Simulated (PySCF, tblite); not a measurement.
# P₅−: dynamics, then NMR shifts and electronic excitations on frames, part 1 of 2

Aim: move P₅− (`p1pp[p-]p1`) away from its starting geometry and see how NMR shifts and electronic excitations follow the geometry.

Programs: tblite 0.8.0 and PySCF 2.14.0, with density-fitted response routines of our own. Each step states its level of theory. These are calculated values for one molecule in the gas phase, unless marked as measured. Atoms count from 0, in the outputs and in this text.

## 1. The molecule as given

5 atoms, charge -1, multiplicity 1; geometry from: GFN2-xTB.

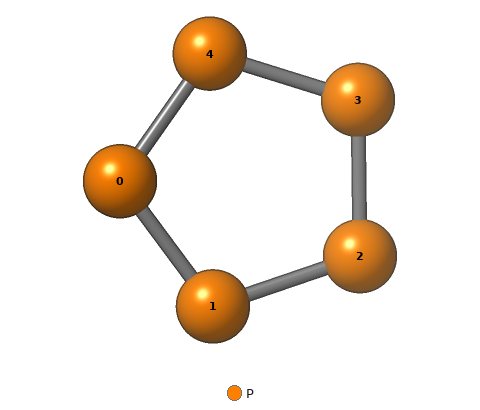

As it starts; phosphorus orange, atoms numbered.

## 2. Dynamics with GFN2-xTB

The job: settings as JSON, then the geometry in Å.

```
{"job": {"kind": "md", "xc": "GFN2-xTB", "basis": "xTB", "temperature": 300, "steps": 2000, "every": 50, "frames": 5}, "charge": -1, "multiplicity": 1}
P      0.219393     1.756323    -0.181708
P     -1.589682     0.714911    -0.329899
P     -1.200287    -1.312861     0.009599
P      0.851417    -1.526339     0.364529
P      1.727781     0.370819     0.249154
```

With the program's defaults for keys left out, this is: GFN2-xTB Langevin dynamics, gas phase.

Started as:

```console
OMP_NUM_THREADS=1 python probes_run.py task.json out
```

One launch serves the whole session: the jobs run in the order shown.

Log:

```text
t/fs     T/K      E/eV
    0.0   116.4   -350.44392
   25.0   252.7   -350.38468
   50.0   228.7   -350.35055
   75.0   266.2   -350.36233
  100.0   176.0   -350.32589
  125.0   158.0   -350.35663
  150.0   133.1   -350.39993
  175.0   108.8   -350.32413
  200.0   213.0   -350.38640
  225.0   219.4   -350.34652
  250.0   170.8   -350.34911
  275.0   216.8   -350.34804
  300.0   113.1   -350.33502
  325.0   111.4   -350.26185
  350.0   124.3   -350.34732
  375.0   221.7   -350.38194
  400.0   166.9   -350.38360
  425.0   278.5   -350.38046
  450.0   217.5   -350.35213
  475.0   239.0   -350.32859
  500.0   245.2   -350.34277
  525.0   231.8   -350.22893
  550.0   343.9   -350.21351
  575.0   668.5   -350.32710
  600.0   431.9   -350.18456
  625.0   412.6   -350.19730
  650.0   467.3   -350.30472
  675.0   437.1   -350.32632
  700.0   372.3   -350.33611
  725.0   238.6   -350.24396
  750.0   170.0   -350.31388
  775.0   166.6   -350.36376
  800.0   116.8   -350.36394
  825.0   308.2   -350.38076
  850.0   217.8   -350.31962
  875.0   126.2   -350.25908
  900.0   375.4   -350.34511
  925.0   381.1   -350.31378
  950.0   250.6   -350.28602
  975.0   321.0   -350.22446
 1000.0   277.1   -350.28171
```

Wall time 41 s (1 thread, shared host).

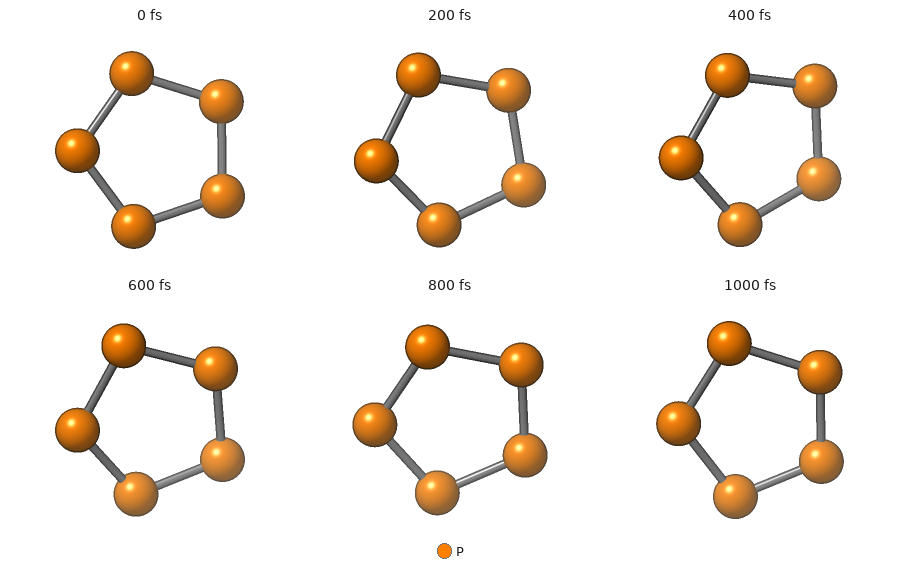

Frames of the run.

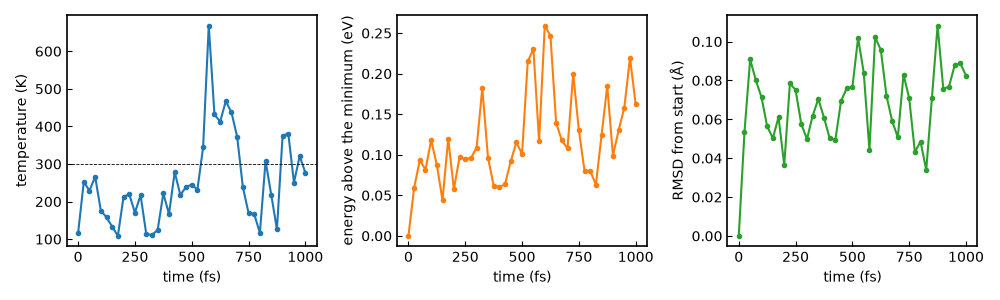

Temperature, potential energy and distance from the start.

Positions (Å) and forces (eV/Å) at 1000 fs:

```xyz
5

P    -0.069    1.331   -0.623   -0.284   -0.533   -0.368
P    -1.735    0.115   -1.354    1.075    1.076    0.518
P    -1.275   -1.784   -0.711    0.030   -0.621    0.139
P     0.573   -1.816    0.267    0.403    0.294   -0.034
P     1.463    0.118    0.207   -1.224   -0.216   -0.256
```

## 3. NMR shieldings: 250 fs, PBE0/pcSseg-1

The job: settings as JSON, then the geometry in Å.

```
{"job": {"kind": "nmr", "xc": "PBE0", "basis": "pcSseg-1", "pop": false}, "charge": -1, "multiplicity": 1}
P     -0.328400     1.767300    -0.019400
P     -1.851000     0.485200    -0.664100
P     -1.172800    -1.428800    -0.311800
P      0.829700    -1.299600     0.212800
P      1.371500     0.675600     0.338800
```

With the program's defaults for keys left out, this is: GIAO PBE0/pcSseg-1 NMR shielding, non-relativistic, gas phase.

Log:

```text
coarse grid: 8120 points
cycle   1  E = -1706.1431984237  dE =  6.714e-01  |g| = 1.900e-01  |ddm| = 3.112e+00
cycle   2  E = -1706.1493536605  dE = -6.155e-03  |g| = 1.442e-01  |ddm| = 6.884e-01
cycle   3  E = -1706.1561209229  dE = -6.767e-03  |g| = 4.086e-02  |ddm| = 2.671e-01
cycle   4  E = -1706.1563976298  dE = -2.767e-04  |g| = 2.337e-02  |ddm| = 8.773e-02
cycle   5  E = -1706.1565961745  dE = -1.985e-04  |g| = 6.107e-03  |ddm| = 4.722e-02
cycle   6  E = -1706.1566085762  dE = -1.240e-05  |g| = 2.780e-03  |ddm| = 1.319e-02
cycle   7  E = -1706.1566111118  dE = -2.536e-06  |g| = 3.924e-04  |ddm| = 4.356e-03
final grid: 59632 points
cycle   8  E = -1706.1872184996  dE = -1.515e-05  |g| = 1.849e-03  |ddm| = 2.487e-02
cycle   9  E = -1706.1872186494  dE = -1.498e-07  |g| = 1.782e-03  |ddm| = 6.121e-03
cycle  10  E = -1706.1872194968  dE = -8.473e-07  |g| = 5.431e-04  |ddm| = 3.170e-03
cycle  11  E = -1706.1872195796  dE = -8.283e-08  |g| = 2.692e-04  |ddm| = 1.303e-03
cycle  12  E = -1706.1872196069  dE = -2.731e-08  |g| = 6.722e-05  |ddm| = 5.256e-04
cycle  13  E = -1706.1872196083  dE = -1.397e-09  |g| = 2.106e-05  |ddm| = 1.172e-04
cycle  14  E = -1706.1872196084  dE = -1.410e-10  |g| = 3.930e-06  |ddm| = 3.307e-05
converged SCF energy = -1706.1872196084

GIAO shielding tensors (ppm)
atom      isotropic    diamagn.    paramagn.     s11        s22        s33       span
  0 P     -181.314     968.847   -1150.161   -467.447   -269.841    193.347    660.795
  1 P     -157.984     969.085   -1127.069   -389.194   -324.697    239.940    629.133
  2 P     -150.119     969.072   -1119.190   -413.667   -312.942    276.252    689.920
  3 P     -156.403     968.927   -1125.330   -436.563   -264.187    231.540    668.103
  4 P     -109.831     969.197   -1079.027   -345.864   -311.653    328.025    673.889
```

It took 19 s on 1 thread, shared host.

The references, computed at this level on geometries of the same kind, shield at (ppm): ³¹P H3PO4 318.4. Their shielding less the atom's gives the shift. The references are single molecules in the gas phase, so shifts against H2O, NH3, PH3, H3PO4 or CFCl3 are not on the usual liquid scales and can be off by tens of ppm. Each atom is listed at this fixed geometry, with no averaging over motion; a spectrum would average atoms that exchange fast.

```tsv
atoms	environment	σ (ppm)	δ (ppm)
P0	phosphorus bonded to 2 P, in a 5-membered ring	-181.3	499.7
P1	phosphorus bonded to 2 P, in a 5-membered ring	-158.0	476.4
P3	phosphorus bonded to 2 P, in a 5-membered ring	-156.4	474.8
P2	phosphorus bonded to 2 P, in a 5-membered ring	-150.1	468.5
P4	phosphorus bonded to 2 P, in a 5-membered ring	-109.8	428.2
```

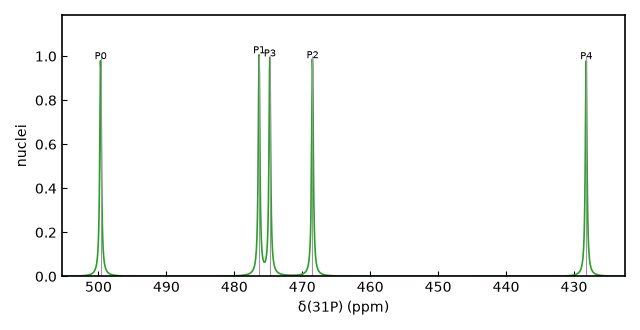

³¹P lines at the computed shifts, without couplings. Lines are broadened to a width of 0.29 ppm (Lorentzian).

Ring of atoms P0, P1, P2, P3, P4: NICS(0) -17.9, NICS(1) -17.9, NICS(1)zz -42.3 ppm (means of both faces).

## 4. TDDFT and polarisability: 250 fs, PBE0/def2-SVPD

The job: settings as JSON, then the geometry in Å.

```
{"job": {"kind": "uv", "xc": "PBE0", "basis": "def2-SVPD", "nstates": 5, "ntriplets": 0}, "charge": -1, "multiplicity": 1}
P     -0.328400     1.767300    -0.019400
P     -1.851000     0.485200    -0.664100
P     -1.172800    -1.428800    -0.311800
P      0.829700    -1.299600     0.212800
P      1.371500     0.675600     0.338800
```

With the program's defaults for keys left out, this is: TDDFT PBE0/def2-SVPD, vertical, gas phase, core orbitals frozen in the response.

Log:

```text
coarse grid: 8120 points
cycle   1  E = -1705.5353797991  dE =  6.368e-01  |g| = 2.076e-01  |ddm| = 3.663e+00
cycle   2  E = -1705.5334898979  dE =  1.890e-03  |g| = 2.491e-01  |ddm| = 1.389e+00
cycle   3  E = -1705.5564051615  dE = -2.292e-02  |g| = 2.011e-02  |ddm| = 4.331e-01
cycle   4  E = -1705.5563520303  dE =  5.313e-05  |g| = 2.301e-02  |ddm| = 8.061e-02
cycle   5  E = -1705.5565454788  dE = -1.934e-04  |g| = 7.803e-03  |ddm| = 4.968e-02
cycle   6  E = -1705.5565690160  dE = -2.354e-05  |g| = 2.217e-03  |ddm| = 1.668e-02
cycle   7  E = -1705.5565708334  dE = -1.817e-06  |g| = 4.728e-04  |ddm| = 4.508e-03
final grid: 59632 points
cycle   8  E = -1705.7392937412  dE = -1.287e-05  |g| = 2.255e-03  |ddm| = 5.148e-02
cycle   9  E = -1705.7392935482  dE =  1.930e-07  |g| = 2.328e-03  |ddm| = 1.131e-02
cycle  10  E = -1705.7392953558  dE = -1.808e-06  |g| = 6.889e-04  |ddm| = 4.812e-03
cycle  11  E = -1705.7392954960  dE = -1.403e-07  |g| = 3.441e-04  |ddm| = 1.649e-03
cycle  12  E = -1705.7392955449  dE = -4.889e-08  |g| = 3.714e-05  |ddm| = 6.116e-04
cycle  13  E = -1705.7392955453  dE = -3.279e-10  |g| = 2.353e-05  |ddm| = 9.595e-05
converged SCF energy = -1705.7392955453

Static polarisability (au): isotropic 135.468, principal 84.294 159.982 162.127

Singlet excitations
state   eV       nm        f      main configurations
  1   3.3056    375.1   0.00031   H->L 0.75, H-1->L 0.18
  2   3.4088    363.7   0.00047   H->L+1 0.73, H-1->L+1 0.18
  3   3.5330    350.9   0.00109   H-3->L 0.46, H-1->L 0.40
  4   3.6355    341.0   0.00085   H-1->L+1 0.41, H-3->L+1 0.39
  5   3.8080    325.6   0.00303   H-3->L+1 0.29, H-2->L 0.28, H-1->L 0.14
```

Wall time 16 s (1 thread, shared host).

Frontier orbitals and where they lie:

```tsv
orbital	eV	atoms
HOMO−3	-2.59	P4 32 %, P1 27 %, P2 23 %
HOMO−2	-2.50	P2 29 %, P4 26 %, P0 21 %
HOMO−1	-2.34	P3 32 %, P1 32 %, P0 17 %
HOMO	-2.23	P0 38 %, P3 25 %, P2 22 %
LUMO	2.29	P1 33 %, P0 25 %, P2 22 %
LUMO+1	2.39	P3 31 %, P4 29 %, P2 18 %
LUMO+2	4.34	P1 31 %, P4 20 %, P3 19 %
```

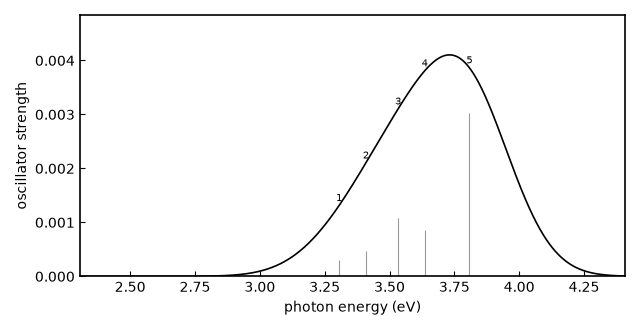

Absorption spectrum from the 5 singlet states computed; above the last one it falls off for lack of states. Lines are broadened to a width of 0.40 eV (Gaussian).

Further results of this job:

```tsv
property	computed
polarisability (Å³)	20.07
HOMO–LUMO gap (eV)	4.53
−ε(HOMO) (eV)	2.23
```

## 5. NMR shieldings: 425 fs, PBE0/pcSseg-1

The job: settings as JSON, then the geometry in Å.

```
{"job": {"kind": "nmr", "xc": "PBE0", "basis": "pcSseg-1", "pop": false}, "charge": -1, "multiplicity": 1}
P     -0.417700     1.741300    -0.028500
P     -1.934500     0.440200    -0.761700
P     -1.227600    -1.543600    -0.556800
P      0.762500    -1.460100     0.076800
P      1.192900     0.494600     0.476000
```

Method: GIAO PBE0/pcSseg-1 NMR shielding, non-relativistic, gas phase.

Log:

```text
coarse grid: 8120 points
cycle   1  E = -1706.1479900596  dE =  5.437e-01  |g| = 1.837e-01  |ddm| = 3.056e+00
cycle   2  E = -1706.1534238995  dE = -5.434e-03  |g| = 1.359e-01  |ddm| = 6.471e-01
cycle   3  E = -1706.1587219425  dE = -5.298e-03  |g| = 6.043e-02  |ddm| = 2.831e-01
cycle   4  E = -1706.1593610385  dE = -6.391e-04  |g| = 4.111e-02  |ddm| = 1.526e-01
cycle   5  E = -1706.1600307127  dE = -6.697e-04  |g| = 4.225e-03  |ddm| = 7.182e-02
cycle   6  E = -1706.1600341832  dE = -3.470e-06  |g| = 3.096e-03  |ddm| = 1.023e-02
final grid: 59632 points
cycle   7  E = -1706.1903789052  dE = -7.237e-06  |g| = 5.760e-03  |ddm| = 2.766e-02
cycle   8  E = -1706.1903471881  dE =  3.172e-05  |g| = 1.078e-02  |ddm| = 2.491e-02
cycle   9  E = -1706.1903890674  dE = -4.188e-05  |g| = 1.984e-03  |ddm| = 1.840e-02
cycle  10  E = -1706.1903905514  dE = -1.484e-06  |g| = 2.947e-04  |ddm| = 3.406e-03
cycle  11  E = -1706.1903905781  dE = -2.676e-08  |g| = 7.981e-05  |ddm| = 5.590e-04
cycle  12  E = -1706.1903905797  dE = -1.611e-09  |g| = 3.313e-05  |ddm| = 1.485e-04
cycle  13  E = -1706.1903905800  dE = -2.810e-10  |g| = 1.772e-05  |ddm| = 7.659e-05
converged SCF energy = -1706.1903905800

GIAO shielding tensors (ppm)
atom      isotropic    diamagn.    paramagn.     s11        s22        s33       span
  0 P     -207.773     968.613   -1176.386   -431.366   -356.118    164.165    595.531
  1 P     -242.045     968.475   -1210.520   -505.466   -403.065    182.396    687.863
  2 P     -214.947     968.645   -1183.592   -469.741   -320.904    145.804    615.545
  3 P     -137.535     969.116   -1106.651   -354.929   -293.347    235.669    590.598
  4 P     -175.851     968.877   -1144.728   -465.921   -279.578    217.946    683.868
```

Wall time 18 s (1 thread, shared host).

This run: δ P1 560.4, P2 533.3, P0 526.1, P4 494.2 ppm.

## 6. TDDFT and polarisability: 425 fs, PBE0/def2-SVPD

The job: settings as JSON, then the geometry in Å.

```
{"job": {"kind": "uv", "xc": "PBE0", "basis": "def2-SVPD", "nstates": 5, "ntriplets": 0}, "charge": -1, "multiplicity": 1}
P     -0.417700     1.741300    -0.028500
P     -1.934500     0.440200    -0.761700
P     -1.227600    -1.543600    -0.556800
P      0.762500    -1.460100     0.076800
P      1.192900     0.494600     0.476000
```

With the program's defaults for keys left out, this is: TDDFT PBE0/def2-SVPD, vertical, gas phase, core orbitals frozen in the response.

Log:

```text
coarse grid: 8120 points
cycle   1  E = -1705.5401357484  dE =  5.088e-01  |g| = 1.983e-01  |ddm| = 3.563e+00
cycle   2  E = -1705.5382695413  dE =  1.866e-03  |g| = 2.383e-01  |ddm| = 1.312e+00
cycle   3  E = -1705.5592637289  dE = -2.099e-02  |g| = 3.201e-02  |ddm| = 4.100e-01
cycle   4  E = -1705.5588658224  dE =  3.979e-04  |g| = 4.428e-02  |ddm| = 1.281e-01
cycle   5  E = -1705.5596915172  dE = -8.257e-04  |g| = 5.095e-03  |ddm| = 7.830e-02
cycle   6  E = -1705.5596995632  dE = -8.046e-06  |g| = 2.369e-03  |ddm| = 1.344e-02
final grid: 59632 points
cycle   7  E = -1705.7422137596  dE = -7.519e-06  |g| = 4.684e-03  |ddm| = 5.182e-02
cycle   8  E = -1705.7421936717  dE =  2.009e-05  |g| = 8.438e-03  |ddm| = 2.232e-02
cycle   9  E = -1705.7422207441  dE = -2.707e-05  |g| = 1.806e-03  |ddm| = 1.534e-02
cycle  10  E = -1705.7422220603  dE = -1.316e-06  |g| = 3.465e-04  |ddm| = 3.402e-03
cycle  11  E = -1705.7422221046  dE = -4.439e-08  |g| = 6.744e-05  |ddm| = 7.177e-04
cycle  12  E = -1705.7422221063  dE = -1.612e-09  |g| = 1.830e-05  |ddm| = 1.328e-04
cycle  13  E = -1705.7422221063  dE = -5.321e-11  |g| = 1.385e-05  |ddm| = 5.013e-05
converged SCF energy = -1705.7422221063

Static polarisability (au): isotropic 137.879, principal 84.945 163.294 165.397

Singlet excitations
state   eV       nm        f      main configurations
  1   3.2655    379.7   0.00021   H->L 0.60, H-2->L 0.22, H-1->L 0.17
  2   3.4240    362.1   0.00049   H-3->L 0.54, H-1->L 0.18, H->L+1 0.13
  3   3.4591    358.4   0.00002   H->L+1 0.51, H-2->L+1 0.14, H-3->L 0.13
  4   3.6136    343.1   0.00002   H-3->L+1 0.49, H-1->L+1 0.36
  5   3.7149    333.7   0.00446   H-2->L 0.32, H-3->L+1 0.29, H->L 0.20
```

It took 16 s on 1 thread, shared host.

This run: HOMO -2.30 eV, LUMO 2.19 eV; lowest singlet 3.27 eV.

## 7. Shielding tensors: 625 fs, PBE0/pcSseg-1

The job: settings as JSON, then the geometry in Å.

```
{"job": {"kind": "nmr", "xc": "PBE0", "basis": "pcSseg-1", "pop": false}, "charge": -1, "multiplicity": 1}
P     -0.241000     1.364000    -0.652000
P     -1.642700     0.108200    -1.482700
P     -1.145000    -1.902200    -0.970100
P      0.555800    -1.657400     0.087400
P      1.295600     0.228300     0.157300
```

With the program's defaults for keys left out, this is: GIAO PBE0/pcSseg-1 NMR shielding, non-relativistic, gas phase.

Log:

```text
coarse grid: 8120 points
cycle   1  E = -1706.1362401825  dE =  7.059e-01  |g| = 1.974e-01  |ddm| = 3.140e+00
cycle   2  E = -1706.1406377842  dE = -4.398e-03  |g| = 1.709e-01  |ddm| = 7.366e-01
cycle   3  E = -1706.1498410130  dE = -9.203e-03  |g| = 5.537e-02  |ddm| = 3.226e-01
cycle   4  E = -1706.1503945675  dE = -5.536e-04  |g| = 3.413e-02  |ddm| = 1.303e-01
cycle   5  E = -1706.1508140644  dE = -4.195e-04  |g| = 8.337e-03  |ddm| = 6.599e-02
cycle   6  E = -1706.1508363718  dE = -2.231e-05  |g| = 3.377e-03  |ddm| = 1.773e-02
cycle   7  E = -1706.1508397700  dE = -3.398e-06  |g| = 1.287e-03  |ddm| = 6.436e-03
final grid: 59632 points
cycle   8  E = -1706.1813954175  dE = -1.195e-05  |g| = 3.625e-03  |ddm| = 2.588e-02
cycle   9  E = -1706.1813773146  dE =  1.810e-05  |g| = 7.624e-03  |ddm| = 1.873e-02
cycle  10  E = -1706.1814001317  dE = -2.282e-05  |g| = 9.210e-04  |ddm| = 1.364e-02
cycle  11  E = -1706.1814003937  dE = -2.620e-07  |g| = 2.418e-04  |ddm| = 1.707e-03
cycle  12  E = -1706.1814004044  dE = -1.068e-08  |g| = 1.721e-04  |ddm| = 6.745e-04
cycle  13  E = -1706.1814004159  dE = -1.151e-08  |g| = 2.862e-05  |ddm| = 3.192e-04
cycle  14  E = -1706.1814004162  dE = -2.692e-10  |g| = 5.297e-06  |ddm| = 4.786e-05
converged SCF energy = -1706.1814004162

GIAO shielding tensors (ppm)
atom      isotropic    diamagn.    paramagn.     s11        s22        s33       span
  0 P     -159.755     968.663   -1128.418   -456.391   -317.473    294.599    750.990
  1 P     -206.331     968.763   -1175.094   -506.604   -326.517    214.127    720.731
  2 P     -113.011     969.669   -1082.680   -353.492   -263.574    278.034    631.526
  3 P     -152.003     969.201   -1121.204   -552.933   -231.227    328.151    881.084
  4 P      -90.434     969.084   -1059.517   -263.888   -226.606    219.194    483.082
```

It took 18 s on 1 thread, shared host.

This run: δ P1 524.7, P0 478.1, P3 470.4, P2 431.4 ppm.

## 8. Ultraviolet spectrum: 625 fs, PBE0/def2-SVPD

The job: settings as JSON, then the geometry in Å.

```
{"job": {"kind": "uv", "xc": "PBE0", "basis": "def2-SVPD", "nstates": 5, "ntriplets": 0}, "charge": -1, "multiplicity": 1}
P     -0.241000     1.364000    -0.652000
P     -1.642700     0.108200    -1.482700
P     -1.145000    -1.902200    -0.970100
P      0.555800    -1.657400     0.087400
P      1.295600     0.228300     0.157300
```

Method: TDDFT PBE0/def2-SVPD, vertical, gas phase, core orbitals frozen in the response.

Log:

```text
coarse grid: 8120 points
cycle   1  E = -1705.5285592090  dE =  6.713e-01  |g| = 2.146e-01  |ddm| = 3.690e+00
cycle   2  E = -1705.5237893633  dE =  4.770e-03  |g| = 2.703e-01  |ddm| = 1.459e+00
cycle   3  E = -1705.5505420424  dE = -2.675e-02  |g| = 3.193e-02  |ddm| = 4.937e-01
cycle   4  E = -1705.5504341091  dE =  1.079e-04  |g| = 3.542e-02  |ddm| = 1.164e-01
cycle   5  E = -1705.5509112657  dE = -4.772e-04  |g| = 9.515e-03  |ddm| = 7.043e-02
cycle   6  E = -1705.5509442209  dE = -3.296e-05  |g| = 3.078e-03  |ddm| = 2.056e-02
cycle   7  E = -1705.5509475971  dE = -3.376e-06  |g| = 9.430e-04  |ddm| = 6.802e-03
final grid: 59632 points
cycle   8  E = -1705.7335869436  dE = -1.115e-05  |g| = 3.200e-03  |ddm| = 5.143e-02
cycle   9  E = -1705.7335751964  dE =  1.175e-05  |g| = 6.153e-03  |ddm| = 1.777e-02
cycle  10  E = -1705.7335903732  dE = -1.518e-05  |g| = 1.168e-03  |ddm| = 1.175e-02
cycle  11  E = -1705.7335908876  dE = -5.143e-07  |g| = 2.971e-04  |ddm| = 2.458e-03
cycle  12  E = -1705.7335909168  dE = -2.923e-08  |g| = 1.076e-04  |ddm| = 6.146e-04
cycle  13  E = -1705.7335909214  dE = -4.549e-09  |g| = 2.700e-05  |ddm| = 2.177e-04
cycle  14  E = -1705.7335909216  dE = -2.542e-10  |g| = 1.067e-05  |ddm| = 6.280e-05
converged SCF energy = -1705.7335909216

Static polarisability (au): isotropic 135.195, principal 84.112 158.140 163.334

Singlet excitations
state   eV       nm        f      main configurations
  1   3.1431    394.5   0.00029   H->L 0.96
  2   3.3045    375.2   0.00029   H->L+1 0.97
  3   3.5817    346.2   0.00201   H-3->L 0.46, H-1->L 0.45
  4   3.7058    334.6   0.00041   H-1->L+1 0.53, H-3->L+1 0.28, H-2->L 0.11
  5   3.8360    323.2   0.00482   H-3->L 0.32, H-1->L 0.30, H-2->L+1 0.18
```

It took 16 s on 1 thread, shared host.

Key values: HOMO -2.12 eV, LUMO 2.28 eV; lowest singlet 3.14 eV.

(Continued in part 2 of 2.)
